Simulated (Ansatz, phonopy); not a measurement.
# Quasi-harmonic thermodynamics of Cu (Copper, Fm-3m), part 3 of 4

Wanted: α(T), C_P(T) and B(T) of Cu (Copper) in the quasi-harmonic approximation.

What experiment has found for this phase:
- heat capacity C_P per formula unit 24.5 J/mol/K near room temperature (given in “High-Throughput Prediction of Finite-Temperature Properties using the Quasi-Harmonic Approximation”, 2016, arXiv:1603.06924)

Ansatz 0.2.0; DFT LDA, scalar-relativistic, plane waves, PAW (the session's first sound run).

So far. Step 5 (Relaxing to small residual forces and stress): The residual pressure is -0.0078 GPa, small enough for phonons. Step 6 (Phonons on strained cells): At 298 K the volume expansion is 41.9 × 10⁻⁶/K and B_T is 176 GPa. The q-mesh is coarse, so this is a first estimate. The program raised the cutoff to 487.2 eV by itself: with no cutoff typed, the study takes about 1.16 times the default for its relaxations and scales it with the volume for the phonons.

### 7. Quasi-harmonic fit by phonopy

This step: DFT LDA, scalar-relativistic, plane waves, PAW (phonopy 4.10.0).

This step gave:

```
volume expansion coefficient at 300 K : 41.94 1e-6/K
isothermal bulk modulus at 300 K      : 176.1 GPa
C_P at 300 K                          : 24.33 J/mol-atom/K
Grüneisen parameter at 300 K          : 2.096
```

Energy (each curve on its own zero) against volume; values in meV/atom:

```
volume (Å³/atom)  static  F at 0 K  F at 300 K  F at 1200 K
          10.891       0      2.63        6.68         25.4
          11.056    1.47      3.04        5.57         17.1
          11.320    9.33      9.25        9.26         9.11
          11.540    20.5      19.1        16.9         6.98
          11.765    35.7      33.0        28.5         8.45
```

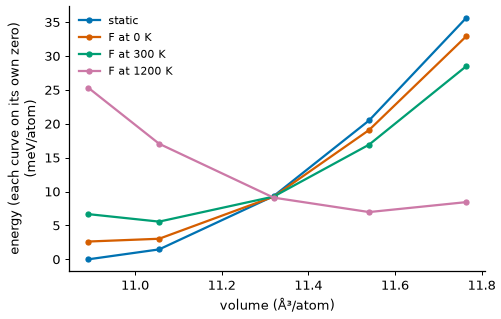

Energy (each curve on its own zero), plotted against volume.

Phonopy-qha, vinet fit of F(V) at each temperature. Qha vinet, by row:

```
T (K)  fitted volume (Å³/atom)  alpha_V (1e-6/K)  B_T (GPa)  C_P (J/mol-atom/K)  Grueneisen
  100                    10.96             23.45      183.9               14.61       1.909
  150                    10.98             32.74      182.1               19.82       2.018
  200                       11             37.46      180.2               22.23       2.062
  250                    11.02             40.15      178.2               23.52       2.083
  300                    11.04             41.94      176.1               24.33       2.096
  350                    11.06             43.29        174               24.89       2.106
  400                    11.09              44.4      171.8               25.32       2.115
  450                    11.11             45.38      169.7               25.68       2.123
  500                    11.14              46.3      167.5               25.99       2.131
  550                    11.16             47.18      165.2               26.27       2.139
  600                    11.19             48.05        163               26.54       2.148
  650                    11.22             48.92      160.7               26.79       2.156
  700                    11.25             49.79      158.4               27.04       2.164
  750                    11.27             50.69        156                27.3       2.173
  800                     11.3             51.62      153.7               27.55       2.182
  850                    11.33             52.57      151.3                27.8       2.191
  900                    11.36             53.56      148.8               28.06       2.201
  950                    11.39             54.59      146.4               28.33        2.21
 1000                    11.42             55.67      143.9                28.6        2.22
 1050                    11.46             56.79      141.4               28.89       2.231
 1100                    11.49             57.97      138.8               29.18       2.241
 1150                    11.52             59.21      136.2               29.49       2.252
```

The volume expansion coefficient by temperature; values in 1e-6/K:

```
temperature (K)  phonopy-qha, Vinet  Ansatz's own study
            100                23.4                24.9
            150                32.7                33.4
            200                37.5                37.7
            250                40.1                40.3
            300                41.9                42.0
            350                43.3                43.3
            400                44.4                44.4
            450                45.4                45.4
            500                46.3                46.3
            550                47.2                47.2
            600                48.0                48.1
            650                48.9                48.9
            700                49.8                49.8
            750                50.7                50.7
            800                51.6                51.6
            850                52.6                52.6
            900                53.6                53.6
            950                54.6                54.6
           1000                55.7                55.7
           1050                56.8                56.8
           1100                58.0                58.0
           1150                59.2                59.2
```

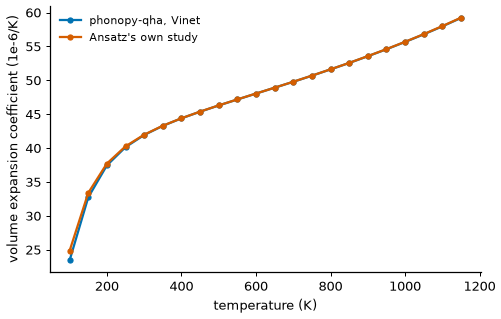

Volume expansion coefficient, plotted against temperature.

The fit gives a volume expansion of 41.9 × 10⁻⁶/K at 300 K, against 41.9 at 298 K from the study itself, whose static fit uses more cells.

### 8. The quasi-harmonic study, q-mesh 6×6×6

The study relaxes the crystal at several strains, solves the phonons on some of them and minimises the free energy at each temperature (static energy, vibrations, the electrons in a metal, and PV under a set pressure); the q-mesh sets how far the force constants reach.

This step: DFT LDA, scalar-relativistic, plane waves, PAW (Ansatz 0.2.0).

Contents of input.yaml:

```yaml
crystal:
  lattice:
    - [0.0, 1.7592976432, 1.7592976432]
    - [1.7592976432, 0.0, 1.7592976432]
    - [1.7592976432, 1.7592976432, 0.0]
  atoms:
    - { symbol: Cu, position: [0.0, 0.0, 0.0] }
kpoints:
  mp_grid: { grid: [24, 24, 24] }
hamiltonian:
  xc: lda
scf:
  occupations: { method: methfessel_paxton, width: 0.2 }
  lower_state_search: "off"
output:
  eigenvalues: true
phonons:
  method: dfpt
  qmesh: [6, 6, 6]
  temperatures: { t_max: 1200.0, t_step: 50 }
  thermal_expansion: {}
```

Command:

```
> ansatz run input.yaml --threads 8 --pin off --max-ram 16384MiB --backend cpu --events-out ev --progress --plain --runs-dir out
```

Numbers of over 12 decimals in the logs are rounded to 6 here.

Output:

```text
The last accepted step is kept in <dir> (removed where the run ends without a failure and the disk answers)
Engine: ansatz 0.2.0, aarch64-unknown-linux-gnu
Pseudopotentials: kind: paw
Pseudopotential: Cu, paw, valence charge 19, recommended cutoff 420 eV (normal), Cu.paw.azcp
Functional definition: SPW92
  exchange = slater_x
  correlation = pw_c
Crystal: 1 atoms, lattice volume = 10.891 Å³
Basis set: ecut = 487.2 eV, 283 PW (Γ), exchange–correlation on 36×36×36 points (8 copies of the dense FFT grid, shifted against one another)
Bands: 14, of which v1, the nominal top of the filled ones, is band 10 counted from 1 (9 counted from 0)
Symmetry: 48 space group operations
Space group: Fm-3m (ITA 225), of the structure as read, at distance tolerance 2.2e-5 Å
k-points: 413 of 13824
Non-local potential: Cu, projectors of the file, l = 0: 3, l = 1: 2, l = 2: 3, l = 3: 1
PAW form: soft (Blöchl's): semilocal exchange-correlation on the pseudo side does not see the compensation charge
PAW frozen core: Cu, regenerated for the run's functional, and the local potential with it (the file was generated under x = pbe(κ = 0.804, μ = 0.219515), c = pbe(β = 0.066725))
PAW one-centre angular grid: Cu, 590 points (default); XC on 64 Gauss nodes
Initial density: superposition of atomic densities (neutral atoms: chi_scale 0, normalization atom), corrected by the library's trained network
Initial wavefunctions: pseudopotential atomic-orbital guess
Functional: x = slater, c = lda
SCF iter   1: F=—  HF=-6555.730272 eV  |F-HF|=—  |Δ(HF+E_count)|=         —  Δρ=2.27e-2  dr2=2.40e-2  ethr=1.77e-3  ⟨swp⟩=4.9  Hψ=28800  notcnv=0
preconditioner: auto → none  [metal: Δε(μ)=0.027 eV  Ē_g=17.940 eV  σ=0.200 eV  W_gap=0.11  n_scr=0 (ndim 8)  ℏωp=37.3 eV  f_vac=0.000  D(μ)=0.28/eV (n_scr^D=0)]
SCF iter   2: F=—  HF=-6555.723481 eV  |F-HF|=—  |Δ(HF+E_count)|=   6.79e-3  S|Δr|=    0.00e0  Δρ=2.17e-3  dr2=4.14e-4  ethr=1.26e-4  ⟨swp⟩=2.6  Hψ=12110  notcnv=0  defer=64
SCF iter   3: F=—  HF=-6555.723389 eV  |F-HF|=—  |Δ(HF+E_count)|=   9.21e-5  S|Δr|=    0.00e0  Δρ=1.45e-3  dr2=5.93e-5  ethr=2.18e-6  ⟨swp⟩=2.1  Hψ=7847  notcnv=0  defer=64
SCF iter   4: F=—  HF=-6555.723412 eV  |F-HF|=—  |Δ(HF+E_count)|=   2.37e-5  S|Δr|=    0.00e0  Δρ=6.79e-5  dr2=2.31e-7  ethr=3.12e-7  ⟨swp⟩=1.2  Hψ=6332  notcnv=0  defer=64
SCF iter   5: F=—  HF=-6555.723413 eV  |F-HF|=—  |Δ(HF+E_count)|=   5.55e-7  S|Δr|=    0.00e0  Δρ=5.34e-6  dr2=5.13e-10  ethr=1.22e-9  ⟨swp⟩=2.1  Hψ=8742  notcnv=0  defer=64
SCF iter   6: F=—  HF=-6555.723413 eV  |F-HF|=—  |Δ(HF+E_count)|=  8.74e-10  S|Δr|=    0.00e0  Δρ=2.49e-7  dr2=1.68e-12  ethr=1.00e-12  ⟨swp⟩=7.0  Hψ=27222  notcnv=0
SCF iter   7: F=-6555.723413 eV  HF=-6555.723413 eV  |F-HF|=9.09e-13  |Δ(HF+E_count)|=  1.82e-12  S|Δr|=    0.00e0  Δρ=7.55e-8  dr2=7.18e-14  ethr=1.00e-12  ⟨swp⟩=5.0  Hψ=21475  notcnv=0
SCF 1 converged in 7 iterations: F = -6555.723413 eV  dr2 = 7.18e-14
[...]
relax step   1: F+E_penalty+E_count = -6555.72341277 eV  Δ(F+E_penalty+E_count) = +0.000e0 eV  max|allowed force component| = 0.000e0 eV/Å  Δτ_max = 0.0000 Å  (7 SCF iters, accepted)
SCF converged after 7 iterations
Stability not checked: this state was not tested for a lower state beside it, because cold or Methfessel-Paxton smearing, or corrected tetrahedra, fill the levels in a way that the test cannot read (fill_not_monotonic; see scf.lower_state_search)
Free energy (F): -6555.723413 eV
Harris-Foulkes:  -6555.723413 eV  (|F-HF|=9.09e-13)
Internal energy: -6555.723656 eV  (E = F + TS)
E sigma→0 (E₀):  -6555.723474 eV
Entropy (-TS):   0.000243 eV (0.243 meV/atom)
Fermi energy:    18.165583 eV
--- Per-component energies (eV) ---
  E_band       = -333.867488
  E_kinetic    = 301.593710
  E_local      = -3902.519874  (includes V_loc(G=0)·N_el)
  E_nonlocal   = 393.542167
  E_hartree    = 1720.357089
  E_xc         = -89.910033
  E_vxc        = -116.620467  (∫ρ·V_xc dr)
  E_paw        = -1592.464467  (= ΣΔE_a)
  E_vpaw       = -450.577330  (= ΣTr[D̂ρ^β])
  E_aug_tail   = 0.000125  (compensation charges beyond the density's cutoff)
  E_ewald      = -3386.772033
  E_core_change = 0.449660  (= ΣΔE_core)
  E_smearing   = 0.000243  (= −TS)
  E_closure    = -0.000000  (closes the sum)
  Σ components = -6555.723413   (vs F -6555.723413, Δ=0.00e0)
--- Forces (eV/Å), atoms counted from 1 ---
  atom   1  Cu    -0.00000000     0.00000000     0.00000000
  max |Σ_I F_I| component: 1.15e-31 eV/Å
--- Stress (GPa, compression-positive) ---
       -0.038542       0.000000      -0.000000
        0.000000      -0.038542       0.000000
        0.000000      -0.000000      -0.038542
  P = ⅓ Tr σ = -0.0385 GPa (-0.385 kbar)
--- Band table (eV; the first three rows and the last of 413) ---
  k-point 0: bands = [... 6 lower, 14.8409, 14.8409, 15.8035, 15.8035, 41.5087, 44.4340, 44.4340, 44.4340]
  k-point 1: bands = [... 6 lower, 14.8550, 14.8550, 15.7977, 15.7977, 41.2182, 43.3989, 44.2137, 44.2137]
  k-point 2: bands = [... 6 lower, 14.8941, 14.8941, 15.7832, 15.7832, 39.8772, 42.5219, 43.7409, 43.7409]
  k-point 412: bands = [... 6 lower, 14.2518, 15.7501, 16.6188, 24.6299, 24.6299, 26.9114, 27.5424, 47.5232]
── thermal expansion: 3 new cells, 3 in all ──
thermal expansion: relaxation of cell 2
thermal expansion: relaxation of cell 3
── thermal expansion: 2 new cells, 5 in all ──
thermal expansion: relaxation of cell 4
thermal expansion: electrons of cell 4
thermal expansion: phonons of cell 4
thermal expansion: relaxation of cell 5
thermal expansion: electrons of cell 1
thermal expansion: electrons of cell 2
thermal expansion: electrons of cell 3
thermal expansion: electrons of cell 5
thermal expansion: phonons of cell 5
── thermal expansion: 7 new cells, 12 in all ──
thermal expansion: relaxation of cell 6
thermal expansion: relaxation of cell 7
thermal expansion: relaxation of cell 8
thermal expansion: relaxation of cell 9
thermal expansion: relaxation of cell 10
thermal expansion: relaxation of cell 11
thermal expansion: relaxation of cell 12
thermal expansion: electrons of cell 6
thermal expansion: electrons of cell 7
thermal expansion: electrons of cell 8
thermal expansion: electrons of cell 9
thermal expansion: electrons of cell 10
thermal expansion: electrons of cell 11
thermal expansion: electrons of cell 12
thermal expansion: phonons of cell 6
thermal expansion: phonons of cell 7
```

It took 32 min on 8 threads of Arm Neoverse V2, shared host; peak memory 6.4 GiB.

The run was cut off at its time limit.

### 9. Relaxing at another setting

The functional, the potentials or the cutoff change, so the crystal is relaxed again at the new setting.

This step: DFT PBE, scalar-relativistic, plane waves, PAW (Ansatz 0.2.0).

input.yaml, the sections that differ from step 8:

```yaml
hamiltonian:
  xc: pbe
output:
  forces: true
  stress: true
  eigenvalues: true
relax:
  adjacent_minimum: "off"
  f_tol: 0.001
  max_steps: 60
  cell: { stress_tol: 0.01 }
# crystal, kpoints, scf: as in step 8
# phonons: removed
```

Output:

```text
[...]
Crystal: 1 atoms, lattice volume = 10.891 Å³
Basis set: ecut = 420 eV, 181 PW (Γ), exchange–correlation on 36×36×36 points (8 copies of the dense FFT grid, shifted against one another)
Bands: 14, of which v1, the nominal top of the filled ones, is band 10 counted from 1 (9 counted from 0)
Symmetry: 48 space group operations
[...]
k-points: 413 of 13824
[...]
SCF iter   1: F=—  HF=-6625.124637 eV  |F-HF|=—  |Δ(HF+E_count)|=         —  Δρ=1.91e-3  dr2=2.25e-4  ethr=1.77e-3  ⟨swp⟩=4.8  Hψ=28492  notcnv=0
[...]
SCF iter   4: F=-6625.124714 eV  HF=-6625.124714 eV  |F-HF|=5.43e-9  |Δ(HF+E_count)|=   3.14e-6  S|Δr|=    0.00e0  Δρ=1.38e-5  dr2=4.19e-9  ethr=5.26e-10  ⟨swp⟩=3.7  Hψ=23657  notcnv=0
SCF 1 converged in 4 iterations: F = -6625.124714 eV  dr2 = 4.19e-9
[...]
relax step   1: F+E_penalty+E_count = -6625.12471440 eV  Δ(F+E_penalty+E_count) = +0.000e0 eV  max|allowed force component| = 0.000e0 eV/Å  Δτ_max = 0.0000 Å  P = +16.657 GPa  Ω = 10.891 Å³  (4 SCF iters, dr2 threshold 1.00e-7 eV, accepted)
Crystal: 1 atoms, lattice volume = 11.348 Å³
Basis set: ecut = 420 eV, 229 PW (Γ), exchange–correlation on 36×36×36 points (8 copies of the dense FFT grid, shifted against one another)
[...]
SCF iter   5: F=-6625.159670 eV  HF=-6625.159670 eV  |F-HF|=5.37e-9  |Δ(HF+E_count)|=   1.31e-6  S|Δr|=    0.00e0  Δρ=9.05e-6  dr2=5.21e-9  ethr=5.26e-10  ⟨swp⟩=5.1  Hψ=28760  notcnv=0
SCF 2 converged in 5 iterations: F = -6625.159670 eV  dr2 = 5.21e-9
relax step   2: F+E_penalty+E_count = -6625.15967018 eV  Δ(F+E_penalty+E_count) = -3.496e-2 eV  max|allowed force component| = 0.000e0 eV/Å  Δτ_max = 0.0000 Å  P = +8.468 GPa  Ω = 11.348 Å³  energy of the carried Pulay correction = -4.446e-4 eV  (5 SCF iters, dr2 threshold 1.00e-7 eV, accepted)
Crystal: 1 atoms, lattice volume = 11.862 Å³
Basis set: ecut = 420 eV, 259 PW (Γ), exchange–correlation on 36×36×36 points (8 copies of the dense FFT grid, shifted against one another)
[...]
SCF iter   5: F=-6625.174254 eV  HF=-6625.174254 eV  |F-HF|=4.23e-9  |Δ(HF+E_count)|=   1.07e-6  S|Δr|=    0.00e0  Δρ=6.76e-6  dr2=1.93e-9  ethr=5.26e-10  ⟨swp⟩=5.5  Hψ=29288  notcnv=0
SCF 3 converged in 5 iterations: F = -6625.174254 eV  dr2 = 1.93e-9
relax step   3: F+E_penalty+E_count = -6625.17425352 eV  Δ(F+E_penalty+E_count) = -1.458e-2 eV  max|allowed force component| = 0.000e0 eV/Å  Δτ_max = 0.0000 Å  P = +1.211 GPa  Ω = 11.862 Å³  energy of the carried Pulay correction = -9.238e-4 eV  (5 SCF iters, dr2 threshold 1.00e-7 eV, accepted)
[...]
relax step   4: F+E_penalty+E_count = -6625.17453628 eV  Δ(F+E_penalty+E_count) = -2.828e-4 eV  max|allowed force component| = 0.000e0 eV/Å  Δτ_max = 0.0000 Å  P = -0.011 GPa  Ω = 11.963 Å³  energy of the carried Pulay correction = -1.015e-3 eV  (4 SCF iters, dr2 threshold 1.00e-7 eV, accepted)
[...]
relax step   5: F+E_penalty+E_count = -6625.17453714 eV  Δ(F+E_penalty+E_count) = -8.574e-7 eV  max|allowed force component| = 0.000e0 eV/Å  Δτ_max = 0.0000 Å  P = -0.001 GPa  Ω = 11.962 Å³  energy of the carried Pulay correction = -1.014e-3 eV  (4 SCF iters, dr2 threshold 2.93e-10 eV, accepted)
[...]
relax step   6: F+E_penalty+E_count = -6625.17520363 eV  Δ(F+E_penalty+E_count) = -6.665e-4 eV  max|allowed force component| = 0.000e0 eV/Å  Δτ_max = 0.0000 Å  P = -0.071 GPa  Ω = 11.962 Å³  stress off target by 7.07e-2 GPa  SCF on the basis re-selected at this cell (its energy is not comparable with the rows above)  (6 SCF iters)
[...]
relax step   7: F+E_penalty+E_count = -6625.17520955 eV  Δ(F+E_penalty+E_count) = -5.923e-6 eV  max|allowed force component| = 0.000e0 eV/Å  Δτ_max = 0.0000 Å  P = -0.000 GPa  Ω = 11.956 Å³  energy of the carried Pulay correction = +4.592e-6 eV  (3 SCF iters, dr2 threshold 1.25e-8 eV, accepted)
[...]
SCF iter   5: F=-6625.175204 eV  HF=-6625.175204 eV  |F-HF|=9.09e-13  |Δ(HF+E_count)|=  1.82e-12  S|Δr|=    0.00e0  Δρ=4.99e-8  dr2=1.57e-13  ethr=1.00e-12  ⟨swp⟩=4.1  Hψ=18982  notcnv=0
SCF 8 converged in 5 iterations: F = -6625.175204 eV  dr2 = 1.57e-13
relax step   8: F+E_penalty+E_count = -6625.17520434 eV  Δ(F+E_penalty+E_count) = +5.210e-6 eV  max|allowed force component| = 0.000e0 eV/Å  Δτ_max = 0.0000 Å  P = +0.001 GPa  Ω = 11.956 Å³  stress off target by 7.51e-4 GPa  SCF on the basis re-selected at this cell (its energy is not comparable with the rows above)  (5 SCF iters)
[...]
SCF converged after 5 iterations
[...]
Free energy (F): -6625.175204 eV
[...]
Internal energy: -6625.175916 eV  (E = F + TS)
E sigma→0 (E₀):  -6625.175382 eV
Entropy (-TS):   0.000711 eV (0.711 meV/atom)
Fermi energy:    16.519569 eV
[...]
--- Stress (GPa, compression-positive) ---
        0.000751      -0.000000       0.000000
       -0.000000       0.000751      -0.000000
        0.000000      -0.000000       0.000751
  P = ⅓ Tr σ = 0.0008 GPa (0.008 kbar)
--- Band table (eV; the first three rows and the last of 413) ---
  k-point 0: bands = [... 6 lower, 13.5427, 13.5427, 14.3603, 14.3603, 39.0124, 41.4188, 41.4188, 41.4188]
  k-point 1: bands = [... 6 lower, 13.5549, 13.5549, 14.3554, 14.3554, 38.6777, 40.4575, 41.1988, 41.1988]
  k-point 2: bands = [... 6 lower, 13.5887, 13.5887, 14.3432, 14.3432, 37.2025, 39.7819, 40.7319, 40.7319]
  k-point 412: bands = [... 6 lower, 13.0343, 14.3180, 15.0686, 22.6384, 22.6384, 24.7475, 25.1417, 44.4825]
--- Relaxed structure (6 steps of the walk, 6 accepted, 2 SCFs on fresh bases) ---
[...]
cell:  # Å, volume = 11.9562 Å³
    - [0, 1.814908, 1.814908]
    - [1.814908, 0, 1.814908]
    - [1.814908, 1.814908, 0]
  atoms:
    - { symbol: Cu, position: [0.0, 0.0, 0.0] }
```

It took 4.5 s on 8 threads; peak memory 0.39 GiB; 29 s of CPU time.

The steps of the relaxation:

```
step  energy less that of the first step (eV)  largest force component (eV/Å)  pressure (GPa)  volume (Å³)
   1                                   0.0000                          0.0000           16.66        10.89
   2                                  -0.0350                          0.0000            8.47        11.35
   3                                  -0.0495                          0.0000            1.21        11.86
   4                                  -0.0498                          0.0000           -0.01        11.96
   5                                  -0.0498                          0.0000            0.00        11.96
  6*                                  -0.0505                          0.0000           -0.07        11.96
   7                                  -0.0505                          0.0000            0.00        11.96
  8*                                  -0.0505                          0.0000            0.00        11.96
```

Relaxation steps marked * repeat the geometry before them on a plane-wave basis chosen anew for their cell, so energy and pressure can jump there.

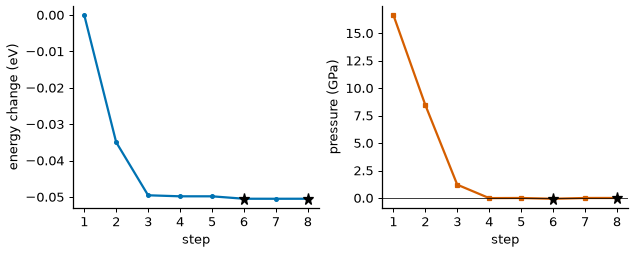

Energy and pressure along the relaxation. Stars mark steps on a basis chosen anew.

```
conventional cell, symmetrised  before  after  change
                         a (Å)   3.519  3.630  +3.2 %
                         b (Å)   3.519  3.630  +3.2 %
                         c (Å)   3.519  3.630  +3.2 %
              volume (Å³/atom)   10.89  11.96  +9.8 %
```

Final coordinates:

```xyz
1
Lattice="0.0000 1.8149 1.8149 1.8149 0.0000 1.8149 1.8149 1.8149 0.0000" Properties=species:S:1:pos:R:3 pbc="T T T"
Cu    0.0000    0.0000    0.0000
```

Numbers from this step:

```
pressure        : 7.51e-4 GPa
volume per atom : 11.96 Å³/atom
```

The residual pressure is 7.5e-4 GPa, small enough for phonons.

[end of part 3 of 4]

[Logs are printed without paths, hosts, clocks, repeated set-up lines and the standing remarks that a program may print on its own settings, such as how far it seeks lower states.]

[Hosts, paths, dates, database ids (printed as entryN), source tags and the programs' standing remarks are cut or masked in the printed files.]

[A step with changed settings may run another functional than the one named; its input shows which.]
